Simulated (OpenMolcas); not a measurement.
## Run report: BF₂, single-point calculation (part 2 of 2)

BF₂, multiplicity 2, SMILES F[B]F; ROMP2/def2-TZVP, ROHF (OpenMolcas 26.06). The geometry comes from this level: PBE0-D4/def2-TZVP.

Geometry of the input (Å):
```
F  0.5131  -1.0443  0.1600
B  0.2790  0.2405  0.1813
F  -0.8029  0.7389  -0.3546
```

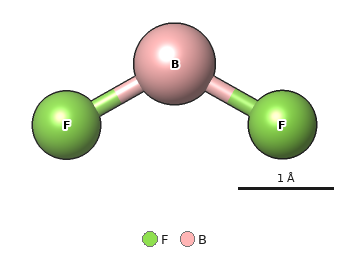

Figure 1. The structure (ball-and-stick view, seen on its broad side).

### Log, continued
```
          Orbital           41        42        43        44        45        46        47        48        49        50
          Energy            1.7590    1.6653    2.5364    3.8077    1.3683    2.4724    3.6457    2.3959    1.9257    1.8906
          Occ. No.          0.0000    0.0000    0.0000    0.0000    0.0000    0.0000    0.0000    0.0000    0.0000    0.0000

          Orbital           51        52        53        54        55        56        57        58        59        60
          Energy            2.4257    2.1895   11.7556    2.5825    6.7414    3.8603    6.5969   58.5198    7.0981    9.1200
          Occ. No.          0.0000    0.0000    0.0000    0.0000    0.0000    0.0000    0.0000    0.0000    0.0000    0.0000

          Orbital           61        62        63        64        65        66        67        68        69        70
          Energy           57.9207    4.3876    8.2209    7.3809    3.2535    3.9332    8.0951    8.3682    7.2911    6.0685
          Occ. No.          0.0000    0.0000    0.0000    0.0000    0.0000    0.0000    0.0000    0.0000    0.0000    0.0000

          Orbital           71        72        73        74        75        76        77        78        79        80
          Energy            7.3334    2.4544    3.7941    7.2517    1.8982    5.1738    3.1321    2.4958    8.8047    2.6734
          Occ. No.          0.0000    0.0000    0.0000    0.0000    0.0000    0.0000    0.0000    0.0000    0.0000    0.0000

          Orbital           81        82        83        84        85        86        87        88        89        90
          Energy            7.3157    8.9845    9.2962    6.7394    7.3491    7.4813    7.3445    7.6055    8.5170    7.2035
          Occ. No.          0.0000    0.0000    0.0000    0.0000    0.0000    0.0000    0.0000    0.0000    0.0000    0.0000

--

++    Molecular properties:
      ---------------------

      Charge (e):
                      =   -0.0000
      Dipole Moment (debye):
      Origin of the operator (angstrom)=   -0.0497   -0.0644   -0.0347
                   X=  3.8555E-01               Y=  3.5732E-01               Z=  2.5336E-01           Total=  5.8354E-01
      Quadrupole Moment (debye*angstrom):
      Origin of the operator (angstrom)=   -0.0497   -0.0644   -0.0347
                  XX= -1.5994E+01              XY=  1.0627E+00              XZ= -1.1469E+00              YY= -1.7043E+01
                  YZ=  1.9123E-01              ZZ= -1.4287E+01
      In traceless form (debye*angstrom)
                  XX= -3.2911E-01              XY=  1.5941E+00              XZ= -1.7204E+00              YY= -1.9026E+00
                  YZ=  2.8684E-01              ZZ=  2.2317E+00
--

--- Stop Module: scf /rc=_RC_ALL_IS_WELL_ ---
--- Module scf spent 4 seconds ---

--- Start Module: rasscf ---

                                              &RASSCF

                       available to each process: 1.9 GB of memory, 1 thread

      Header of the ONEINT file:
      --------------------------

      OrdInt status: non-squared

      Cartesian coordinates in angstrom:
      -----------------------------------------------------
      No.  Label        X            Y            Z
      -----------------------------------------------------
       1   F1         0.51310000  -1.04430000   0.16000000
       2   B2         0.27900000   0.24050000   0.18130000
       3   F3        -0.80290000   0.73890000  -0.35460000
      -----------------------------------------------------
      Nuclear repulsion energy =   55.30228435

++    Wave function specifications:
      -----------------------------

      Number of closed shell electrons          22
      Number of electrons in active shells       1
      Max number of holes in RAS1 space          0
      Max nr of electrons in RAS3 space          0
      Number of inactive orbitals               11
      Number of active orbitals                  1
      Number of secondary orbitals              81
      Spin quantum number                      0.5
      State symmetry                             1
--

++    Orbital specifications:
      -----------------------

      Symmetry species                           1
                                                 a
      Frozen orbitals                            0
      Inactive orbitals                         11
      Active orbitals                            1
      RAS1 orbitals                              0
      RAS2 orbitals                              1
      RAS3 orbitals                              0
      Secondary orbitals                        81
      Deleted orbitals                           0
      Number of basis functions                 93
--

++    CI expansion specifications:
      ----------------------------

      Number of CSFs                             1
      Number of determinants                     1
      Number of root(s) required                 1
      Root chosen for geometry opt.              1
      CI root used                               1

      highest root included in the CI            1
      max. size of the explicit Hamiltonian      1
--

++    Optimization specifications:
      ----------------------------

      RASSCF algorithm: Conventional
      Maximum number of macro iterations       200
      Maximum number of SX iterations          100
      Threshold for RASSCF energy            1.000E-08
      Threshold for max MO rotation          1.000E-01
      Threshold for max BLB element          1.000E-04
      Level shift parameter                  5.000E-01
      Make Quasi-Newton update
--

      The MO-coefficients are taken from the file:
      job.UnaOrb
      Title:UHF natural orbitals

      Total molecular charge    0.00

      ************************************************************************************************************************
      *                                            Wave function control section                                             *
      ************************************************************************************************************************

                                         RASSCF iterations: Energy and convergence statistics
                                         ----------------------------------------------------

          iter iter root      energy       change     param      element    value   shift minimum  type update hh:mm:ss
 Nr of preliminary CI iterations:   1
        1   1   15    1  -223.71912799    0.00E+00  -3.72E-03   11  12 1 -2.66E-03*  0.11   0.00    SX    NO    0:00:00
        2   1   13    1  -223.71914522   -1.72E-05*  8.94E-04   11  12 1 -6.41E-04*  0.11   0.00    SX    NO    0:00:00
        3   1   12    1  -223.71914681   -1.59E-06*  3.47E-04   11  12 1 -2.49E-04*  0.11   0.00    SX    NO    0:00:00
        4   1   11    1  -223.71914703   -2.11E-07*  1.09E-04   12  13 1 -8.40E-05   0.11   0.00    SX    NO    0:00:00
        5   1   10    1  -223.71914706   -3.38E-08*  8.26E-05    9  15 1  4.94E-05   0.11   1.20    QN   YES    0:00:00
        6   1    7    1  -223.71914707   -7.65E-09   9.28E-06   11  12 1  6.51E-06   0.11   0.92    QN   YES    0:00:00
      Convergence after  6 iterations
        7   1    7    1  -223.71914707   -1.75E-10   9.28E-06    9  15 1  2.50E-06   0.11   0.92    QN   YES    0:00:00

      ************************************************************************************************************************
                                                      Wave function printout:
                       occupation of active orbitals, and spin coupling of open shells (u,d: Spin up or down)
      ************************************************************************************************************************

      Note: transformation to natural orbitals
      has been made, which may change the order of the CSFs.

      printout of CI-coefficients larger than  0.05 for root  1
      energy=    -223.719147
      conf/sym  1     Coeff  Weight
             1  u   1.00000 1.00000

      Natural orbitals and occupation numbers for root  1
      sym 1:   1.000000

      ************************************************************************************************************************
      *                                                    Final results                                                     *
      ************************************************************************************************************************

++    Final optimization conditions:
      ------------------------------

      Average CI energy                            -223.71914707
      RASSCF energy for state  1                   -223.71914707
      Super-CI energy                                -0.00000000
      RASSCF energy change                           -0.00000000
      Max change in MO coefficients               4.904E-06
      Max non-diagonal density matrix element     9.276E-06
      Maximum BLB matrix element                  2.499E-06
      (orbital pair   9,  15 in symmetry   1)
      Norm of electronic gradient            5.121E-06
--

      Final state energy(ies):
      ------------------------

::    RASSCF root number  1 Total energy:   -223.71914707
      Von Neumann Entropy (Root   1) =  0.50000

      Mulliken population analysis for root number:  1
      -----------------------------------------------

++    Molecular charges:
      ------------------

      Mulliken charges per centre
      ---------------------------

                F1      B2      F3
      Total    9.3024  4.3952  9.3024

      N-E     -0.3024  0.6048 -0.3024

      Total electronic charge=   23.000000

      Total            charge=   -0.000000
--

      Expectation values of various properties for root number:  1
      -----------------------------------------------------------

++    Molecular properties:
      ---------------------

      Charge (e):
                      =   -0.0000
      Dipole Moment (debye):
      Origin of the operator (angstrom)=   -0.0497   -0.0644   -0.0347
                   X=  3.9225E-01               Y=  3.6354E-01               Z=  2.5776E-01           Total=  5.9369E-01
      Quadrupole Moment (debye*angstrom):
      Origin of the operator (angstrom)=   -0.0497   -0.0644   -0.0347
                  XX= -1.5996E+01              XY=  1.0666E+00              XZ= -1.1539E+00              YY= -1.7051E+01
                  YZ=  1.9119E-01              ZZ= -1.4280E+01
      In traceless form (debye*angstrom)
                  XX= -3.3138E-01              XY=  1.5999E+00              XZ= -1.7308E+00              YY= -1.9126E+00
                  YZ=  2.8679E-01              ZZ=  2.2440E+00
--

      Mulliken spin population analysis for root number:  1
      ---------------------------------------------------

++    Molecular charges:
      ------------------

      Mulliken spin population per centre
      ---------------------------

                F1      B2      F3
      Total    0.0230  0.9540  0.0230

      Total electronic spin=    1.000000
--

      Canonical orbitals are written to the RASORB file
      Natural orbitals for root   1 are written to the RASORB.1 file
      Spin density orbitals for root   1 are written to the SPDORB.1 file

--- Stop Module: rasscf /rc=_RC_ALL_IS_WELL_ ---
--- Module rasscf spent 3 seconds ---

--- Start Module: caspt2 ---

                                              &CASPT2

                       available to each process: 1.9 GB of memory, 1 thread

 ###############################################################################
 ###    WARNING: User changed nr of frozen orbitals.                         ###
 ###############################################################################

++    Wave function specifications:
      -----------------------------

      Number of closed shell electrons          14
      Number of electrons in active shells       1
      Max number of holes in RAS1 space          0
      Max number of electrons in RAS3 space      0
      Number of inactive orbitals                7
      Number of active orbitals                  1
      Number of secondary orbitals              81
      Spin quantum number                      0.5
      State symmetry                             1
      Number of CSFs                             1
      Number of CASSCF root(s) available         1
      CASPT2 state passed to geometry opt.       1
      A file JOBMIX will be created
      This is a high spin open shell RHF reference function
--

++    Orbital specifications:
      -----------------------

      Symmetry species                           1
                                                 a
      Frozen orbitals                            4
      Inactive orbitals                          7
      Active orbitals                            1
      Secondary orbitals                        81
      Deleted orbitals                           0
      Number of basis functions                 93
--

++    CASPT2 specifications:
      ----------------------

      Type of calculation                        SS-CASPT2
      Fock operator                              state-specific
      IPEA shift                                 0.00
      Real shift                                 0.00
      Imaginary shift                            0.00
      The input orbitals will be transformed to quasi-canonical
--

--------------------------------------------------------------------------------
 Estimated memory requirements:
  POLY3 :                   250022
  RHS:                      358830
  SIGMA :                   435976
  PRPCTL:                        0
 Available workspace:    232484121

++ CASPT2 computation for group   1

********************************************************************************
 Multi-State initialization phase begins for group   1
--------------------------------------------------------------------------------
********************************************************************************
 Compute H0 matrices for state    1
--------------------------------------------------------------------------------
--------------------------------------------------------------------------------
 H0 matrices have been computed.

********************************************************************************
  CASPT2 EQUATION SOLUTION
--------------------------------------------------------------------------------

  Total nr of CASPT2 parameters:
   Before reduction:      215495
   After  reduction:      212146

 Variance of |WF0>:       3.4943812047

 The contributions to the second order correlation energy in atomic units.
-----------------------------------------------------------------------------------------------------------------------------
  IT.      VJTU        VJTI        ATVX        AIVX        VJAI        BVAT        BJAT        BJAI        TOTAL       RNORM
-----------------------------------------------------------------------------------------------------------------------------
   1    -0.000000    0.000000    0.000000   -0.001738   -0.011245    0.000000   -0.021409   -0.452495   -0.486887    0.000590
   2    -0.000000    0.000000    0.000000   -0.001753   -0.011250    0.000000   -0.021418   -0.452502   -0.486923    0.000061
   3    -0.000000    0.000000    0.000000   -0.001753   -0.011250    0.000000   -0.021417   -0.452501   -0.486921    0.000003
-----------------------------------------------------------------------------------------------------------------------------

  FINAL CASPT2 RESULT:

      Reference energy:        -223.7191470667
      E2 (Non-variational):      -0.4869211917
      E2 (Variational):          -0.4869211964
      Total energy:            -224.2060682632
      Residual norm:              0.0000001579
      Reference weight:           0.90880

      Contributions to the CASPT2 correlation energy
      Active & Virtual Only:          0.0000000002
      One Inactive Excited:          -0.0231699422
      Two Inactive Excited:          -0.4637512496

++ Denominators, etc.
--------------------------------------------------------------------------------------------------------------
 Report on small energy denominators, large coefficients, and large energy contributions.
CASE  SYMM ACTIVE-MIX  NON-ACTIVE INDICES          DENOMINATOR     RHS VALUE       COEFFICIENT     CONTRIBUTION
ATVX     1  Mu1.0001  Se1.013                       0.26198465      0.00000000     -0.00000000     -0.00000000
ATVX     1  Mu1.0001  Se1.014                       0.29890969     -0.00000005     -0.00142868      0.00000000
--

   (Skipping property calculation,
    use PROP keyword to activate)
--

  Total CASPT2 energies:
::    CASPT2 Root  1     Total energy:   -224.20606826

  A NEW JOBIPH FILE NAMED 'JOBMIX' IS PREPARED.
********************************************************************************
--- Stop Module: caspt2 /rc=_RC_ALL_IS_WELL_ ---
--- Module caspt2 spent 1 second ---

.##################.
.# Happy landing! #.
.##################.

    Timing: Wall=12.14 User=9.67 System=2.45
```

### Results in brief

```tsv
quantity	value
outcome	converged
total energy	−224.206068 hartree
SCF energy	−223.719147 hartree
correlation energy	−0.486921 hartree
basis functions	93
hardware	1 thread of Arm Neoverse V1, 24 GiB of memory available, shared host
wall time	13 s
peak memory	0.51 GiB
```
